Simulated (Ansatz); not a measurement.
# CH4BClO: molecular dynamics

Aim: follow the molecule's vibrations and see whether its bonds hold. The start is relaxed first. Runs: 500 steps of 0.5 fs under a Langevin thermostat at 500 K. SMILES of the start: CB(O)Cl.

Method: RKS B3LYP/def2-SVP, in Ansatz 0.2.0.

## 1. The system as given

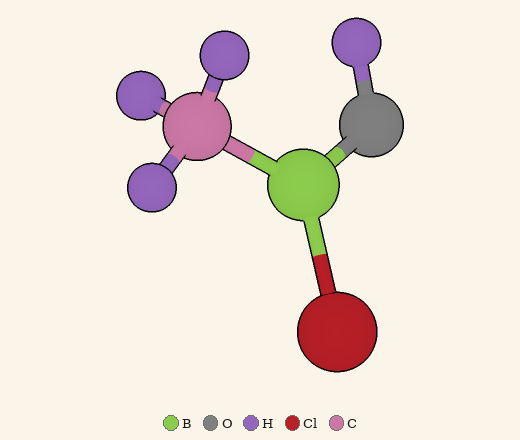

The starting structure, seen from a chosen angle (boron green, oxygen grey, hydrogen purple, chlorine red, carbon pink).

Structure file:

```xyz
8

B     0.0000    0.0000    0.0000
O     0.0000    0.0000    1.4100
H    -0.9095   -0.2814    1.7471
Cl    1.6108    0.0000   -0.9300
C    -1.3856    0.0000   -0.8000
H    -1.9458   -0.9305   -0.5708
H    -1.9898    0.8797   -0.4946
H    -1.1839    0.0508   -1.8903
```

## 2. Relaxing the start

input.yaml

```yaml
crystal:
  periodic: [false, false, false]
  atoms:
    - { symbol: B, position_ang: [0.0, 0.0, 0.0] }
    - { symbol: O, position_ang: [0.0, 0.0, 1.41] }
    - { symbol: H, position_ang: [-0.9095, -0.2814, 1.7471] }
    - { symbol: Cl, position_ang: [1.6108, 0.0, -0.93] }
    - { symbol: C, position_ang: [-1.3856, 0.0, -0.8] }
    - { symbol: H, position_ang: [-1.9458, -0.9305, -0.5708] }
    - { symbol: H, position_ang: [-1.9898, 0.8797, -0.4946] }
    - { symbol: H, position_ang: [-1.1839, 0.0508, -1.8903] }
basis:
  gaussian: { orbitals: def2-SVP }
hamiltonian:
  xc: b3lyp
relax:
  f_tol: 0.02
  max_steps: 40
```

Launch:

```console
$ ansatz run input.yaml --threads 2 --pin off --max-ram 3072MiB --backend cpu --events-out ev --progress --plain --runs-dir out
```

Log (excerpt; [...] marks lines left out):

```text
Warning: RAYON_NUM_THREADS=2 ignored (pool sized by the plan → 2); use --threads N
[...]
Functional definition: B3LYP
[...]
862 factors; integrals over basis functions are off by at most 5.3e-4 eV
[...]
mean field -16344.66188996 eV, -600.6552456463 hartree, gradient 7.9e-6 eV, S^2 0.000000; 0 other end points of the search recorded, 0 dependent functions left out
[...]
reference -16344.66209886 eV, -600.6552533231 hartree; 20, 20 occupied and 60, 60 virtual orbitals, 862 factors
relax step   1: F+E_penalty+E_count = -16344.66188996 eV  Δ(F+E_penalty+E_count) = +0.000e0 eV  max|allowed force component| = 1.677e0 eV/Å  Δτ_max = 0.0000 Å  (26 SCF iters, accepted)
[...]
relax step   5: F+E_penalty+E_count = -16344.94206610 eV  Δ(F+E_penalty+E_count) = -8.122e-4 eV  max|allowed force component| = 5.469e-2 eV/Å  Δτ_max = 0.0082 Å  (24 SCF iters, accepted)
[...]
relax step   6: F+E_penalty+E_count = -16344.94226694 eV  Δ(F+E_penalty+E_count) = -2.008e-4 eV  max|allowed force component| = 1.729e-2 eV/Å  Δτ_max = 0.0063 Å  (23 SCF iters, accepted)
862 factors; integrals over basis functions are off by at most 4.2e-4 eV
[...]
mean field -16344.94226694 eV, -600.6655493103 hartree, gradient 9.2e-6 eV, S^2 0.000000; 1 other end points of the search recorded, 0 dependent functions left out
[...]
reference -16344.94247111 eV, -600.6655568132 hartree; 20, 20 occupied and 60, 60 virtual orbitals, 862 factors
Total energy: -16344.94247111 eV, -600.6655568132 hartree
Atom 0 at    -0.021324    -0.037287     0.002454 Å, force    -0.014177    -0.002626     0.003503 eV/Å
Atom 1 at     0.034773    -0.091737     1.351882 Å, force     0.017286     0.000762    -0.002302 eV/Å
Atom 2 at    -0.834911    -0.105780     1.771548 Å, force    -0.012892     0.002728     0.004864 eV/Å
Atom 3 at     1.557652    -0.012719    -0.822076 Å, force     0.003136    -0.001626    -0.004159 eV/Å
Atom 4 at    -1.368666    -0.008101    -0.815407 Å, force     0.000562     0.001520     0.002687 eV/Å
Atom 5 at    -1.926608    -0.949551    -0.658897 Å, force     0.004337    -0.000882    -0.002652 eV/Å
Atom 6 at    -2.026011     0.806570    -0.461946 Å, force     0.000536    -0.002453     0.001297 eV/Å
Atom 7 at    -1.218705     0.117204    -1.896158 Å, force     0.001212     0.002577    -0.003237 eV/Å
Dipole moment:    -0.595007    -0.008581     0.154483 e Å
```

Wall time 13 s (2 threads of Arm Neoverse V1, shared host); peak memory 0.15 GiB.

Relaxation path:

```
step  energy from step 1 (eV)  largest force component (eV/Å)
   1                   0.0000                          1.6773
   2                  -0.1148                          2.9531
   3                  -0.2091                          2.0977
   4                  -0.2794                          0.1437
   5                  -0.2802                          0.0547
   6                  -0.2804                          0.0173
```

Step 1 is the start.

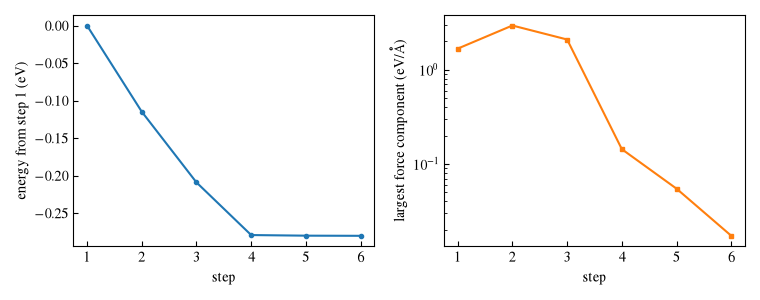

Energy and largest force along the relaxation.

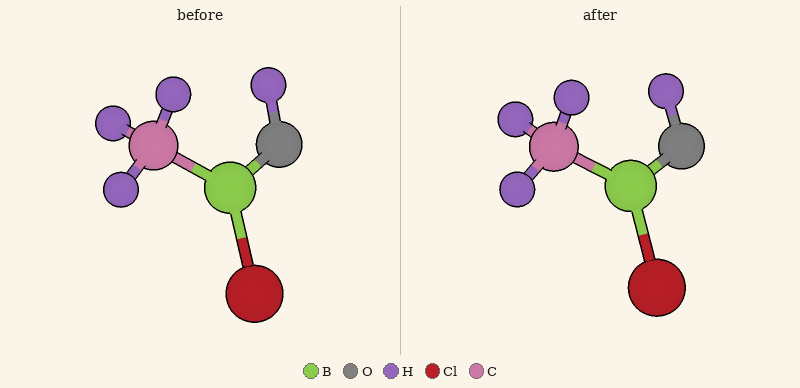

The structure before (left) and after (right), drawn at the same scale.

After: Bond lengths: B1–O2 1.352 Å, O2–H3 0.966 Å, B1–Cl4 1.781 Å, B1–C5 1.576 Å, C5–H6 1.105 Å, C5–H7 1.105 Å, C5–H8 1.098 Å. Angles: B1–O2–H3 113.4°, O2–B1–Cl4 115.2°, O2–B1–C5 123.7°, Cl4–B1–C5 121.1°, B1–C5–H6 110.0°, B1–C5–H7 110.9°, B1–C5–H8 113.3°, H6–C5–H7 106.4°, H6–C5–H8 107.8°, H7–C5–H8 108.2°.

## 3. Dynamics

500 steps of 0.5 fs under a Langevin thermostat at 500 K, from the relaxed start.

input.yaml

```yaml
crystal:
  periodic: [false, false, false]
  atoms:
    - { symbol: B, position_ang: [-0.021324, -0.037287, 0.002454] }
    - { symbol: O, position_ang: [0.034773, -0.091737, 1.351882] }
    - { symbol: H, position_ang: [-0.834911, -0.10578, 1.771548] }
    - { symbol: Cl, position_ang: [1.557652, -0.012719, -0.822076] }
    - { symbol: C, position_ang: [-1.368666, -0.008101, -0.815407] }
    - { symbol: H, position_ang: [-1.926608, -0.949551, -0.658897] }
    - { symbol: H, position_ang: [-2.026011, 0.80657, -0.461946] }
    - { symbol: H, position_ang: [-1.218705, 0.117204, -1.896158] }
basis:
  gaussian: { orbitals: def2-SVP }
hamiltonian:
  xc: b3lyp
md:
  timestep: 0.5
  n_steps: 500
  ensemble: nvt_langevin
  temperature: 500.0
  initial_velocities: maxwell_boltzmann
  seed: 942966
  friction: 0.5
```

Launch:

```console
$ ansatz run input.yaml --threads 2 --pin off --max-ram 3072MiB --backend cpu --events-out ev --progress --plain --runs-dir out
```

Log (excerpt; [...] marks lines left out):

```text
Warning: RAYON_NUM_THREADS=2 ignored (pool sized by the plan → 2); use --threads N
[...]
Functional definition: B3LYP
[...]
863 factors; integrals over basis functions are off by at most 4.2e-4 eV
[...]
mean field -16344.94225012 eV, -600.6655486923 hartree, gradient 6.8e-6 eV, S^2 0.000000; 0 other end points of the search recorded, 0 dependent functions left out
[...]
reference -16344.94245769 eV, -600.6655563202 hartree; 20, 20 occupied and 60, 60 virtual orbitals, 863 factors
md step     0: t =     0.00 fs  T =   437.5 K  F+E_penalty+E_count = -16344.94225012 eV  E_kin = 0.452410 eV  (25 SCF iters)
[...]
md step    25: t =    12.50 fs  T =   476.2 K  F+E_penalty+E_count = -16344.82043045 eV  E_kin = 0.492399 eV  (31 SCF iters)
[...]
md step    50: t =    25.00 fs  T =   191.9 K  F+E_penalty+E_count = -16344.70981717 eV  E_kin = 0.198422 eV  (32 SCF iters)
[...]
md step    75: t =    37.50 fs  T =   510.1 K  F+E_penalty+E_count = -16344.56480270 eV  E_kin = 0.527525 eV  (31 SCF iters)
[...]
md step    99: t =    49.50 fs  T =   424.6 K  F+E_penalty+E_count = -16344.57365798 eV  E_kin = 0.439046 eV  (30 SCF iters)
md step   100: t =    50.00 fs  T =   530.4 K  F+E_penalty+E_count = -16344.56442376 eV  E_kin = 0.548443 eV  (29 SCF iters)
```

## 4. The log goes on: dynamics from the start

The log, continued (excerpt; [...] marks lines left out):

```text
md step   101: t =    50.50 fs  T =   420.3 K  F+E_penalty+E_count = -16344.56876884 eV  E_kin = 0.434652 eV  (30 SCF iters)
[...]
md step   133: t =    66.50 fs  T =   386.3 K  F+E_penalty+E_count = -16344.55417420 eV  E_kin = 0.399496 eV  (31 SCF iters)
[...]
md step   165: t =    82.50 fs  T =   478.1 K  F+E_penalty+E_count = -16344.63326343 eV  E_kin = 0.494375 eV  (30 SCF iters)
[...]
md step   197: t =    98.50 fs  T =   647.2 K  F+E_penalty+E_count = -16344.59866340 eV  E_kin = 0.669305 eV  (29 SCF iters)
[...]
md step   228: t =   114.00 fs  T =   403.7 K  F+E_penalty+E_count = -16344.51862769 eV  E_kin = 0.417437 eV  (31 SCF iters)
md step   229: t =   114.50 fs  T =   455.1 K  F+E_penalty+E_count = -16344.52266711 eV  E_kin = 0.470599 eV  (31 SCF iters)
```

## 5. More of the same log: dynamics from the start

Output, continued (excerpt; [...] marks lines left out):

```text
md step   230: t =   115.00 fs  T =   792.7 K  F+E_penalty+E_count = -16344.52711963 eV  E_kin = 0.819712 eV  (30 SCF iters)
[...]
md step   256: t =   128.00 fs  T =   414.5 K  F+E_penalty+E_count = -16344.43289031 eV  E_kin = 0.428625 eV  (31 SCF iters)
[...]
md step   282: t =   141.00 fs  T =   587.7 K  F+E_penalty+E_count = -16344.50042062 eV  E_kin = 0.607733 eV  (30 SCF iters)
[...]
md step   308: t =   154.00 fs  T =   336.4 K  F+E_penalty+E_count = -16344.56784400 eV  E_kin = 0.347832 eV  (31 SCF iters)
[...]
md step   499: t =   249.50 fs  T =   763.9 K  F+E_penalty+E_count = -16344.46091025 eV  E_kin = 0.789930 eV  (27 SCF iters)
[...]
md step   500: t =   250.00 fs  T =   697.8 K  F+E_penalty+E_count = -16344.49420642 eV  E_kin = 0.721583 eV  (27 SCF iters)
Total energy: -16344.49441170 eV, -600.6490909336 hartree
Atom 0 at    -0.018973     0.011562     0.038861 Å, force    -1.634491    -0.661011     1.082741 eV/Å
Atom 1 at    -0.062336     0.083245     1.413795 Å, force    -0.401343     0.275924    -0.341953 eV/Å
Atom 2 at    -0.968434     0.110695     1.834726 Å, force     1.391148    -0.121017    -1.016082 eV/Å
Atom 3 at     1.529170    -0.033238    -0.861213 Å, force    -0.187353     0.192854     0.640532 eV/Å
Atom 4 at    -1.345265    -0.171724    -0.839116 Å, force    -0.377257     1.864934    -0.393841 eV/Å
Atom 5 at    -2.230234    -0.757365    -0.642889 Å, force    -0.129940    -1.138310     1.192006 eV/Å
Atom 6 at    -1.934736     0.785806    -1.032797 Å, force     1.157066    -0.249022     0.057198 eV/Å
Atom 7 at    -1.012687    -0.520372    -1.794043 Å, force     0.182171    -0.164354    -1.220601 eV/Å
Dipole moment:    -0.557935     0.024190     0.130685 e Å
```

It took 13 min on 2 threads of Arm Neoverse V1, shared host; peak memory 0.14 GiB.

## 6. What the atoms did

One step in 36; energies are changes from step 0:

```
time (fs)  T (K)  potential energy change (meV/atom)
      0.0    438                                 0.0
     18.0    644                                28.3
     36.0    363                                53.3
     54.0    553                                75.6
     72.0    359                                43.8
     90.0    546                                42.5
    108.0    676                                72.1
    126.0    431                                58.1
    144.0    543                                72.2
    162.0    685                                39.3
    180.0    476                                28.1
    198.0    693                                39.2
    216.0    292                                27.5
    234.0    200                                35.7
    250.0    698                                56.0
```

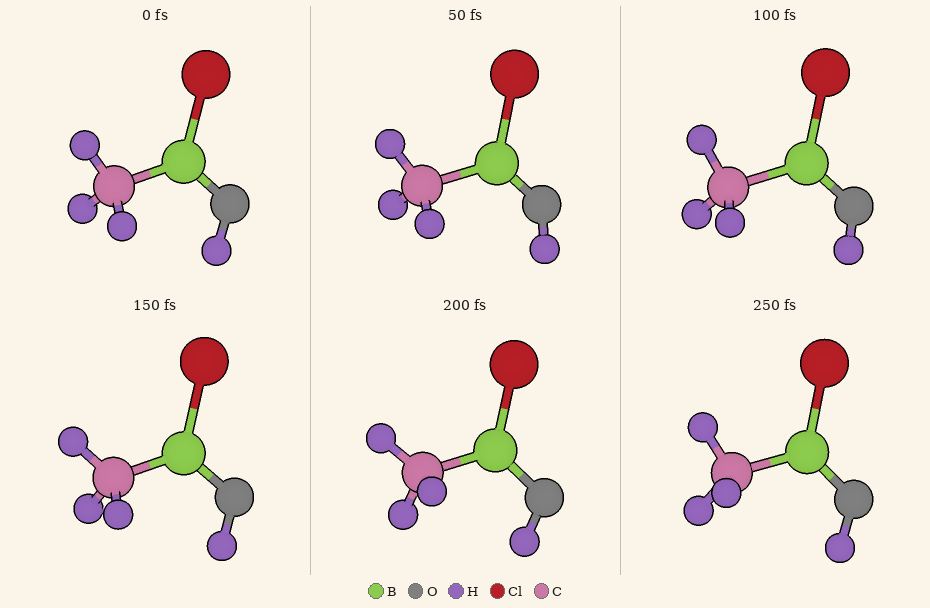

Six frames of the run, seen from a chosen angle. Sticks join atoms within a bonding distance in each frame.

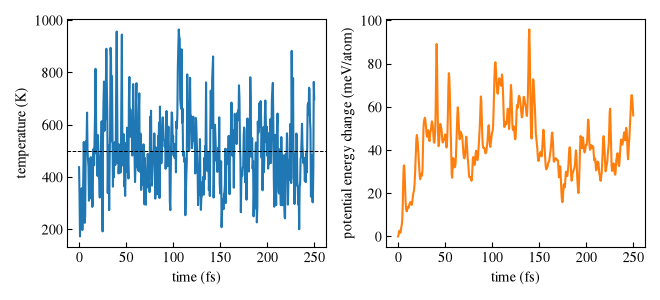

Traces against time; each panel has its own scale. The dashed line is the set temperature.

## 7. Positions and forces

Extended XYZ, with forces in eV/Å:

```xyz
8
time_fs=31.0 T=495 dE=0.3691
B    -0.027    0.024    0.021   -0.106   -0.057   -0.507
O     0.032   -0.042    1.369    0.511    0.406    0.008
H    -0.646    0.384    1.906   -0.317   -0.289   -0.251
Cl    1.573   -0.062   -0.831   -0.515   -0.100    0.300
C    -1.379    0.072   -0.826    0.864    2.054   -1.042
H    -1.819   -0.876   -0.794   -1.347   -2.048    1.019
H    -2.104    0.883   -0.511    0.514   -0.851   -0.252
H    -1.265    0.068   -1.947    0.395    0.883    0.724
8
time_fs=62.5 T=466 dE=0.3956
B    -0.048    0.065   -0.048    0.668   -0.758    2.269
O     0.101   -0.005    1.384   -3.043    1.169   -1.925
H    -0.815    0.220    1.782    2.075   -0.663   -0.653
Cl    1.547   -0.111   -0.824   -0.214    0.136   -0.230
C    -1.414   -0.011   -0.867    0.877   -1.453    0.808
H    -1.831   -1.028   -0.610   -0.046    0.717    0.116
H    -2.148    0.749   -0.703   -0.810    0.719    0.583
H    -1.291   -0.074   -1.931    0.494    0.133   -0.969
8
time_fs=94.0 T=441 dE=0.3206
B    -0.007    0.028    0.064   -1.177   -0.902   -1.660
O     0.034    0.031    1.395   -0.096    0.723    0.787
H    -0.799    0.330    1.802    0.253   -0.423   -0.115
Cl    1.589   -0.063   -0.809   -0.694    0.079    0.444
C    -1.413   -0.063   -0.845    2.296    0.300   -0.047
H    -2.096   -0.886   -0.642    0.225   -0.816    0.263
H    -2.076    0.785   -0.671    0.062    0.760   -0.306
H    -1.029   -0.139   -1.903   -0.868    0.279    0.634
8
time_fs=125.0 T=554 dE=0.3684
B    -0.084   -0.061    0.008   -0.629    0.239    1.024
O    -0.063   -0.058    1.428    0.908    0.066   -2.681
H    -0.876    0.088    1.919   -0.378   -0.075   -0.300
Cl    1.538   -0.059   -0.874   -1.204   -0.066    0.914
C    -1.498   -0.130   -0.853    2.850   -0.823    0.754
H    -1.906   -1.066   -0.477   -0.565   -0.497   -0.146
H    -2.159    0.652   -0.594   -1.063    1.249    0.473
H    -1.372   -0.162   -1.940    0.081   -0.092   -0.038
8
time_fs=156.0 T=300 dE=0.3135
B    -0.077   -0.078   -0.013    0.714    0.835    1.061
O     0.019   -0.026    1.398   -1.643   -0.466   -1.440
H    -0.864   -0.107    1.882    1.621    0.223   -1.120
Cl    1.512   -0.037   -0.919   -0.777   -0.127    0.696
C    -1.430   -0.055   -0.840   -0.998    0.200    1.202
H    -1.993   -0.894   -0.368   -0.106   -0.085   -0.460
H    -2.096    0.831   -0.531    0.978   -0.761   -0.578
H    -1.425   -0.193   -1.946    0.210    0.181    0.638
8
time_fs=187.5 T=487 dE=0.2546
B    -0.036   -0.079    0.001   -1.292   -0.140    1.037
O    -0.060    0.076    1.356    0.956   -0.277    0.077
H    -0.812   -0.148    1.927    0.027    0.201   -0.784
Cl    1.525   -0.077   -0.831    0.139    0.106    0.128
C    -1.394   -0.131   -0.802    1.836    1.786   -1.935
H    -2.167   -0.755   -0.449   -1.308   -0.720    0.904
H    -1.680    0.972   -0.830   -0.238   -1.007    0.132
H    -1.216   -0.391   -1.873   -0.120    0.050    0.441
8
time_fs=219.0 T=242 dE=0.3549
B    -0.049   -0.079    0.029    0.049    0.284    0.635
O    -0.029    0.050    1.444   -0.720   -0.294   -2.900
H    -0.973    0.087    1.670    0.182   -0.005    0.522
Cl    1.543   -0.059   -0.804   -0.343   -0.070    0.422
C    -1.393   -0.103   -0.905    1.159   -2.576    1.974
H    -2.198   -0.720   -0.441    0.278    0.036   -0.130
H    -1.781    0.849   -0.914   -1.102    2.998    0.008
H    -1.305   -0.396   -1.941    0.496   -0.373   -0.531
8
time_fs=250.0 T=698 dE=0.4480
B    -0.019    0.012    0.039   -1.635   -0.661    1.083
O    -0.062    0.083    1.414   -0.401    0.276   -0.342
H    -0.968    0.111    1.835    1.391   -0.121   -1.016
Cl    1.529   -0.033   -0.861   -0.187    0.193    0.640
C    -1.345   -0.172   -0.839   -0.377    1.865   -0.394
H    -2.230   -0.757   -0.643   -0.130   -1.138    1.192
H    -1.935    0.786   -1.033    1.157   -0.249    0.057
H    -1.013   -0.520   -1.794    0.182   -0.164   -1.221
```

## 8. What came out

| quantity | value |
| --- | --- |
| relaxation of the start | 5 moves, 0.280 eV lower |
| length | 500 steps of 0.5 fs |
| temperature, first and last step | 438 and 698 K |
| temperature, second half | mean 481 K, from 200 to 883 K |
| potential energy, second half | +42 meV/atom from the start |
| bonds formed or broken | 0 |

**Reading.** Against a set 500 K the second half averages 481 K with a spread of 133 K. A friction of 0.5 per fs wipes out velocities within 2 fs: the temperature is held, but the motion is overdamped and says nothing of rates. No bond forms or breaks. 250 fs on 8 atoms is far too short and small for converged averages. The nuclei move classically, without zero-point motion, which matters most for hydrogen.
